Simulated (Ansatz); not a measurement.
Molecular dynamics of AlNH₄F₂ (part 3 of 3)

AlNH₄F₂; RKS PBE-D4/6-31G* (Ansatz 0.2.0). It belongs to a series of runs on one base structure; here: dynamics from the highest image of the converged band.

Geometry of the input (Å):
```
Al 0.0648  -0.3547  -0.0087
H  -0.2103  0.0501  1.7477
F  1.5411  0.2628  -0.4672
F  -1.3141  0.0139  -0.8658
N  0.1027  -2.0643  0.7884
H  -0.6760  -2.7226  0.6868
H  0.9804  -2.5796  0.9081
H  -0.1206  -0.9516  1.7033
```

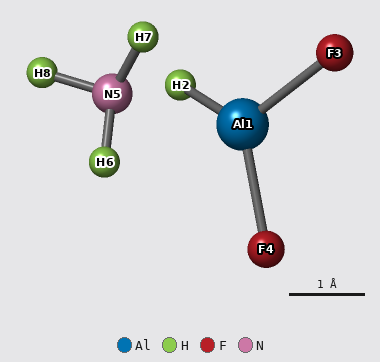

*The geometry at step 100 of the log (ball-and-stick view, seen at a tilt; atoms are numbered from 1 in the order of the input).*

## Trajectory as extended XYZ (Å, eV, eV/Å), 25 of the 201 frames kept, from step=0 to step=200
```
8
Properties=species:S:1:pos:R:3:forces:R:3 step=0 time_fs=0.0 energy=-13577.92462 temperature=100.0
Al    0.0648   -0.3547   -0.0087   -0.0095  -0.0122  -0.0089
H    -0.2103    0.0501    1.7477   -0.0076  -0.0108  -0.0226
F     1.5411    0.2628   -0.4672    0.0021   0.0102  -0.0048
F    -1.3141    0.0139   -0.8658    0.0068   0.0113   0.0045
N     0.1027   -2.0643    0.7884   -0.0053   0.0301   0.0029
H    -0.6760   -2.7226    0.6868    0.0015  -0.0027   0.0001
H     0.9804   -2.5796    0.9081   -0.0059  -0.0016   0.0131
H    -0.1206   -0.9516    1.7033    0.0179  -0.0242   0.0156
8
Properties=species:S:1:pos:R:3:forces:R:3 step=8 time_fs=4.0 energy=-13577.90013 temperature=68.5
Al    0.0674   -0.3507   -0.0145   -0.4185  -0.5468   0.4440
H    -0.1751    0.0261    1.7471    0.0408   0.1613   0.1205
F     1.5258    0.2601   -0.4648    0.5629   0.2530  -0.2071
F    -1.3095    0.0218   -0.8699   -0.0478   0.0015   0.0094
N     0.1047   -2.0751    0.7969    0.1030   0.1416   0.0067
H    -0.6605   -2.7471    0.6657    0.0623   0.0388   0.0824
H     0.9851   -2.5756    0.9663   -0.0674  -0.0025  -0.1444
H    -0.0725   -0.9644    1.7367   -0.2353  -0.0467  -0.3114
8
Properties=species:S:1:pos:R:3:forces:R:3 step=17 time_fs=8.5 energy=-13577.88109 temperature=44.0
Al    0.0674   -0.3497   -0.0181   -0.6280  -0.6918   0.7401
H    -0.1294    0.0250    1.7635   -0.0033   0.0925  -0.0423
F     1.5141    0.2594   -0.4641    0.9343   0.3842  -0.3608
F    -1.3047    0.0307   -0.8743   -0.1005  -0.0339   0.0057
N     0.1082   -2.0848    0.8064    0.0373   0.4165  -0.0561
H    -0.6372   -2.7707    0.6559   -0.0850  -0.0110   0.1043
H     0.9846   -2.5733    1.0079    0.1071  -0.0277  -0.1545
H    -0.0588   -0.9882    1.7229   -0.2619  -0.1288  -0.2363
8
Properties=species:S:1:pos:R:3:forces:R:3 step=25 time_fs=12.5 energy=-13577.89630 temperature=63.7
Al    0.0639   -0.3528   -0.0169   -0.4271  -0.2261   0.7385
H    -0.0904    0.0389    1.7708   -0.1568  -0.0358  -0.3338
F     1.5114    0.2620   -0.4665    0.8540   0.2762  -0.3876
F    -1.3013    0.0383   -0.8782   -0.1358  -0.1022  -0.0229
N     0.1117   -2.0892    0.8143   -0.0820   0.2348  -0.0450
H    -0.6259   -2.7901    0.6643   -0.0044   0.1372   0.1243
H     0.9956   -2.5728    1.0198   -0.0357   0.1360  -0.1117
H    -0.0861   -1.0323    1.6740   -0.0121  -0.4200   0.0382
8
Properties=species:S:1:pos:R:3:forces:R:3 step=33 time_fs=16.5 energy=-13578.00427 temperature=203.3
Al    0.0580   -0.3568   -0.0116   -0.0442   0.8572   0.6739
H    -0.0749    0.0511    1.7294   -0.2709   0.1184  -0.4472
F     1.5154    0.2667   -0.4720    0.5144  -0.0318  -0.3788
F    -1.2990    0.0451   -0.8824   -0.1563  -0.2360  -0.1207
N     0.1142   -2.0906    0.8219   -0.2872   0.3230   0.1741
H    -0.6193   -2.7935    0.6908   -0.1300  -0.0115   0.0832
H     1.0063   -2.5554    1.0163    0.0984   0.0609   0.0249
H    -0.1146   -1.1456    1.6262    0.2759  -1.0803  -0.0094
8
Properties=species:S:1:pos:R:3:forces:R:3 step=42 time_fs=21.0 energy=-13578.36813 temperature=669.8
Al    0.0510   -0.3548   -0.0009    0.1911   2.4600   0.5971
H    -0.1042    0.0944    1.6055   -0.2191   0.5110  -0.1804
F     1.5249    0.2715   -0.4821    0.1818  -0.4771  -0.4586
F    -1.2980    0.0502   -0.8884   -0.1770  -0.4693  -0.3912
N     0.1138   -2.0905    0.8320    0.2871  -2.2200  -1.3179
H    -0.6278   -2.7969    0.7347    0.1387  -0.1079  -0.1018
H     1.0292   -2.5247    1.0134   -0.0852  -0.0840  -0.0953
H    -0.1053   -1.4574    1.5864   -0.3174   0.3873   1.9482
8
Properties=species:S:1:pos:R:3:forces:R:3 step=50 time_fs=25.0 energy=-13578.55139 temperature=905.7
Al    0.0458   -0.3394    0.0121    0.2091   2.3268   0.3190
H    -0.1673    0.2076    1.4761   -0.1945   0.4613   0.7377
F     1.5350    0.2718   -0.4948   -0.0489  -0.7302  -0.3922
F    -1.2985    0.0508   -0.8970   -0.1365  -0.6018  -0.5460
N     0.1151   -2.1097    0.8304   -0.5470  -0.5576   2.0594
H    -0.6184   -2.8249    0.7505    0.2542  -0.4791  -0.6886
H     1.0446   -2.5159    0.9931    0.0680  -0.4453  -0.4039
H    -0.1264   -1.7180    1.7953    0.3957   0.0261  -1.0854
8
Properties=species:S:1:pos:R:3:forces:R:3 step=58 time_fs=29.0 energy=-13578.62551 temperature=1003.0
Al    0.0417   -0.3105    0.0273    0.0004   2.2375   0.7073
H    -0.2571    0.3843    1.4401    0.0362  -0.0675   0.4233
F     1.5447    0.2663   -0.5106   -0.2446  -0.8684  -0.2316
F    -1.3001    0.0466   -0.9099    0.0037  -0.7137  -0.5562
N     0.1125   -2.1401    0.8453   -0.4027  -0.9312   3.0178
H    -0.5680   -2.9084    0.6724    0.3451   0.2103  -0.5551
H     1.0603   -2.5622    0.9158   -0.2446  -0.0026  -0.3766
H    -0.1113   -1.9315    1.9157    0.5066   0.1356  -2.4290
8
Properties=species:S:1:pos:R:3:forces:R:3 step=67 time_fs=33.5 energy=-13578.69862 temperature=1096.7
Al    0.0370   -0.2627    0.0494   -0.3821   2.1261   1.2664
H    -0.3478    0.5653    1.4665    0.3667  -0.6785  -0.3375
F     1.5532    0.2517   -0.5306   -0.4287  -0.8869  -0.0267
F    -1.3017    0.0349   -0.9297    0.2607  -0.7731  -0.3698
N     0.1078   -2.1879    0.8837    1.1320  -1.2370  -4.0085
H    -0.4637   -2.9632    0.4952   -0.4340   0.5719   0.1696
H     1.0458   -2.6104    0.7691    0.2122   0.4651   0.1656
H    -0.0469   -2.1296    1.8344   -0.7267   0.4124   3.1410
8
Properties=species:S:1:pos:R:3:forces:R:3 step=75 time_fs=37.5 energy=-13578.62758 temperature=1007.7
Al    0.0306   -0.2075    0.0763   -0.4927   1.4348   0.8663
H    -0.3743    0.6272    1.4495    0.3696  -0.5471  -0.1798
F     1.5571    0.2312   -0.5486   -0.5437  -0.8081   0.1360
F    -1.3010    0.0180   -0.9504    0.4892  -0.7327  -0.1082
N     0.1133   -2.2432    0.8912    0.3223   0.4741   1.1801
H    -0.4330   -2.9330    0.3557   -0.7976   0.1176   0.6497
H     1.0600   -2.5880    0.6625    0.2803   0.2933   0.7277
H    -0.0606   -2.2460    2.0068    0.3726  -0.2319  -3.2718
8
Properties=species:S:1:pos:R:3:forces:R:3 step=83 time_fs=41.5 energy=-13578.79000 temperature=1215.2
Al    0.0216   -0.1443    0.1076   -0.2478   0.3918  -0.5228
H    -0.3483    0.6126    1.4155    0.0748   0.1094   0.7247
F     1.5567    0.2041   -0.5656   -0.6738  -0.6972   0.3091
F    -1.2963   -0.0049   -0.9720    0.6942  -0.6256   0.2364
N     0.1236   -2.2945    0.9014    0.9690   1.2637  -5.0751
H    -0.5019   -2.8748    0.3117    0.2347   0.1155   0.5510
H     1.1034   -2.5243    0.6552   -0.3822  -0.1851   0.3552
H    -0.0430   -2.3899    1.8385   -0.6689  -0.3726   3.4215
8
Properties=species:S:1:pos:R:3:forces:R:3 step=92 time_fs=46.0 energy=-13578.70761 temperature=1109.9
Al    0.0098   -0.0706    0.1394   -0.0814  -0.3068  -0.9939
H    -0.3036    0.6110    1.4984   -0.0123   0.2264   0.5810
F     1.5495    0.1670   -0.5816   -0.8063  -0.4762   0.4901
F    -1.2842   -0.0366   -0.9938    0.8169  -0.3812   0.6594
N     0.1420   -2.3351    0.8748   -1.1722   1.4727   2.9256
H    -0.5612   -2.8139    0.3263    0.2958  -0.6553  -0.6945
H     1.1247   -2.4964    0.6957    0.2771  -0.8025  -0.4695
H    -0.0816   -2.5905    1.9290    0.6825   0.9230  -2.4982
8
Properties=species:S:1:pos:R:3:forces:R:3 step=100 time_fs=50.0 energy=-13578.82946 temperature=1262.6
Al   -0.0012   -0.0066    0.1623   -0.0078  -0.4866  -0.2555
H    -0.2639    0.6409    1.6563    0.0977  -0.1980  -0.6581
F     1.5363    0.1298   -0.5916   -0.8570  -0.2216   0.6010
F    -1.2666   -0.0681   -1.0077    0.7912  -0.1210   0.9412
N     0.1495   -2.3543    0.8666    0.0148   0.9537  -0.9137
H    -0.5479   -2.8389    0.2623    0.9678   0.0589   0.0385
H     1.1499   -2.5829    0.6719   -0.9515  -0.2124  -0.2803
H    -0.0523   -2.6620    1.8131   -0.0553   0.2272   0.5269
8
Properties=species:S:1:pos:R:3:forces:R:3 step=108 time_fs=54.0 energy=-13578.77250 temperature=1189.1
Al   -0.0122    0.0545    0.1832    0.2700  -1.0165  -0.3594
H    -0.2121    0.6468    1.7273   -0.0001  -0.1721  -0.9035
F     1.5162    0.0909   -0.5969   -0.7965   0.0345   0.6485
F    -1.2427   -0.1006   -1.0140    0.6429   0.1206   1.0769
N     0.1567   -2.3604    0.8487    0.0086   0.8679  -0.4744
H    -0.4240   -2.8703    0.1884   -0.7097  -0.1459  -0.1239
H     1.0788   -2.7063    0.6053    0.7983   0.1575   0.0297
H    -0.0357   -2.7151    1.7893   -0.2136   0.1540   0.1062
8
Properties=species:S:1:pos:R:3:forces:R:3 step=117 time_fs=58.5 energy=-13578.53911 temperature=891.3
Al   -0.0226    0.1158    0.2034    0.6195  -1.9695  -1.6659
H    -0.1571    0.6313    1.6669   -0.2360   0.3536   0.2836
F     1.4861    0.0475   -0.5965   -0.5309   0.2850   0.6080
F    -1.2096   -0.1359   -1.0108    0.3274   0.3363   1.0463
N     0.1668   -2.3583    0.8176    0.2889  -1.2860   0.0417
H    -0.3821   -2.9092    0.1117   -0.5212   0.6299   0.8240
H     1.0856   -2.8007    0.5517   -0.1652   0.9582   0.7100
H    -0.0559   -2.7526    1.8026    0.2175   0.6925  -1.8477
8
Properties=species:S:1:pos:R:3:forces:R:3 step=125 time_fs=62.5 energy=-13578.50589 temperature=848.5
Al   -0.0283    0.1588    0.2120    0.6743  -2.3664  -1.8984
H    -0.1433    0.6685    1.6440   -0.3014   0.5645   0.7686
F     1.4548    0.0112   -0.5910   -0.0585   0.4334   0.4712
F    -1.1774   -0.1645   -0.9990   -0.1113   0.4252   0.8106
N     0.1794   -2.3645    0.7855    0.3385   1.2804  -2.8072
H    -0.4376   -2.8670    0.1372   -0.1114   0.2385  -0.2885
H     1.1031   -2.7562    0.5941    0.3761   0.2686  -0.1288
H    -0.0704   -2.7181    1.6475   -0.8062  -0.8442   3.0724
8
Properties=species:S:1:pos:R:3:forces:R:3 step=133 time_fs=66.5 energy=-13578.35120 temperature=650.6
Al   -0.0303    0.1886    0.2110    0.4043  -1.8843   0.0159
H    -0.1725    0.7817    1.7121   -0.1438   0.0690  -0.5135
F     1.4231   -0.0216   -0.5818    0.6483   0.4877   0.2203
F    -1.1463   -0.1898   -0.9808   -0.6896   0.3815   0.3522
N     0.1919   -2.3620    0.7370   -1.6151   0.3259   3.4909
H    -0.5099   -2.7907    0.1295    0.5876  -0.2305  -0.6631
H     1.1634   -2.6684    0.6258   -0.2773  -0.2572  -0.5181
H    -0.1415   -2.7356    1.7410    1.0856   1.1079  -2.3847
8
Properties=species:S:1:pos:R:3:forces:R:3 step=142 time_fs=71.0 energy=-13578.31291 temperature=601.4
Al   -0.0298    0.2095    0.2097    0.0866  -1.3922   1.1647
H    -0.2308    0.9225    1.7049    0.0118  -0.2459  -0.9394
F     1.3942   -0.0538   -0.5694    1.4505   0.4802  -0.0818
F    -1.1181   -0.2146   -0.9571   -1.3145   0.2509  -0.2183
N     0.1893   -2.3521    0.7138    0.5564   2.0995  -3.1259
H    -0.4803   -2.7320    0.0229    0.7823   0.0377   0.0909
H     1.1768   -2.6052    0.5721   -0.5134  -0.0582  -0.3909
H    -0.0870   -2.6188    1.5850   -1.0596  -1.1721   3.5006
8
Properties=species:S:1:pos:R:3:forces:R:3 step=150 time_fs=75.0 energy=-13578.32739 temperature=618.8
Al   -0.0287    0.2191    0.2147    0.0082  -1.5848   0.6213
H    -0.2836    1.0164    1.5619   -0.0123   0.0797  -0.0540
F     1.3805   -0.0782   -0.5589    1.8653   0.4504  -0.2294
F    -1.1041   -0.2345   -0.9377   -1.6189   0.1478  -0.5546
N     0.1858   -2.3242    0.6815   -0.6618   1.4400   2.4507
H    -0.3573   -2.6889   -0.0809   -1.0120  -0.4386  -0.1180
H     1.1361   -2.5658    0.4651    0.9333  -0.1018   0.2846
H    -0.1041   -2.6057    1.6880    0.4982   0.0072  -2.4005
8
Properties=species:S:1:pos:R:3:forces:R:3 step=158 time_fs=79.0 energy=-13578.37465 temperature=678.2
Al   -0.0275    0.2195    0.2231    0.0888  -2.0068  -0.2848
H    -0.3396    1.1257    1.4114   -0.0847   0.5162   0.7454
F     1.3817   -0.0990   -0.5501    1.8459   0.4648  -0.1691
F    -1.1030   -0.2531   -0.9225   -1.6209   0.1082  -0.6303
N     0.1791   -2.2807    0.6619    1.0153   0.7115  -1.9115
H    -0.3404   -2.6869   -0.1622   -0.0996   0.4315   1.3946
H     1.1757   -2.5297    0.4040   -1.0175   0.4817   0.8962
H    -0.0876   -2.6258    1.5790   -0.1272  -0.7071  -0.0405
8
Properties=species:S:1:pos:R:3:forces:R:3 step=167 time_fs=83.5 energy=-13578.52816 temperature=876.3
Al   -0.0258    0.2072    0.2315   -0.1899  -1.1443   0.1192
H    -0.4088    1.3164    1.3456    0.2757  -0.3855  -0.1223
F     1.4005   -0.1179   -0.5416    1.3904   0.4946   0.0867
F    -1.1172   -0.2729   -0.9114   -1.3200   0.1335  -0.4340
N     0.1802   -2.2179    0.6232   -1.3942   0.5452   2.6390
H    -0.3729   -2.6366   -0.0937   -0.5788  -0.1555  -1.3437
H     1.1360   -2.4268    0.4561    1.4824  -0.1864  -0.4791
H    -0.0942   -2.7839    1.4673    0.3346   0.6984  -0.4658
8
Properties=species:S:1:pos:R:3:forces:R:3 step=175 time_fs=87.5 energy=-13578.43306 temperature=755.7
Al   -0.0252    0.1888    0.2392   -0.1989  -0.7517  -0.1317
H    -0.4307    1.4356    1.2824    0.4376  -0.8943  -0.3953
F     1.4293   -0.1303   -0.5334    0.7775   0.5666   0.3323
F    -1.1413   -0.2893   -0.9053   -0.9089   0.2194  -0.1606
N     0.1729   -2.1566    0.6031   -0.3809  -1.9124   1.6072
H    -0.4408   -2.5758   -0.1513    1.2460   0.8889   0.0987
H     1.2113   -2.3386    0.4573   -1.4755   0.2206  -0.5016
H    -0.0819   -2.8676    1.3906    0.5031   1.6630  -0.8490
8
Properties=species:S:1:pos:R:3:forces:R:3 step=183 time_fs=91.5 energy=-13578.67280 temperature=1063.9
Al   -0.0256    0.1658    0.2458    0.1589  -1.1855  -1.0828
H    -0.3902    1.4305    1.1689    0.2411  -0.3990   0.1533
F     1.4644   -0.1382   -0.5226    0.1496   0.5836   0.4904
F    -1.1727   -0.3040   -0.9005   -0.4559   0.2738   0.0849
N     0.1611   -2.1076    0.5975    0.1315   2.0684  -1.4614
H    -0.3675   -2.4059   -0.2277   -0.0183   0.3040  -0.2915
H     1.1426   -2.2241    0.3813    0.6528   0.1899  -0.4400
H    -0.0218   -2.7847    1.2623   -0.8596  -1.8351   2.5471
8
Properties=species:S:1:pos:R:3:forces:R:3 step=192 time_fs=96.0 energy=-13578.60154 temperature=973.1
Al   -0.0248    0.1312    0.2457    0.5268  -1.8555  -1.7811
H    -0.3056    1.3701    1.0799   -0.0935   0.6331   0.9048
F     1.5053   -0.1416   -0.5058   -0.2929   0.4771   0.4216
F    -1.2124   -0.3179   -0.8943   -0.0486   0.2933   0.1641
N     0.1483   -2.0400    0.5860    0.8096  -0.5552   0.3961
H    -0.2950   -2.1686   -0.3504   -0.8180  -0.5175   0.9247
H     1.1410   -2.0649    0.2425   -0.3336  -0.0962   1.0160
H    -0.0430   -2.8114    1.3442    0.2502   1.6209  -2.0462
8
Properties=species:S:1:pos:R:3:forces:R:3 step=200 time_fs=100.0 energy=-13578.73464 temperature=1143.6
Al   -0.0212    0.0905    0.2356    0.4025  -0.3896  -0.9606
H    -0.2381    1.3868    1.1248   -0.0247  -0.1929   0.2768
F     1.5394   -0.1404   -0.4873   -0.4897   0.3938   0.2976
F    -1.2484   -0.3277   -0.8875    0.1561   0.3207   0.1662
N     0.1442   -1.9792    0.5768    1.3322   2.9663  -3.2786
H    -0.3560   -2.0354   -0.3490   -0.2904  -0.6291   1.0264
H     1.1392   -1.9395    0.2449   -0.4129  -0.3888   0.7399
H    -0.0526   -2.6796    1.2142   -0.6730  -2.0804   1.7322
```

## Key numbers

| quantity | value |
| --- | --- |
| outcome | finished |
| mean temperature over the second half | 865 K |
| trajectory | 200 steps, 100 fs |
| ensemble | nve |
| temperature in the input | 100.0 K |
| time step | 0.5 fs |
| potential energy (last step) | −13578.7347 eV |
| mean-field energy (last step) | −13578.6243 eV |
| largest force (length of the vector) (last step) | 4.618 eV/Å |
| wall time | 4.3 min |
| peak memory | 0.14 GiB |

## Remarks

So short a trajectory is not equilibrated.
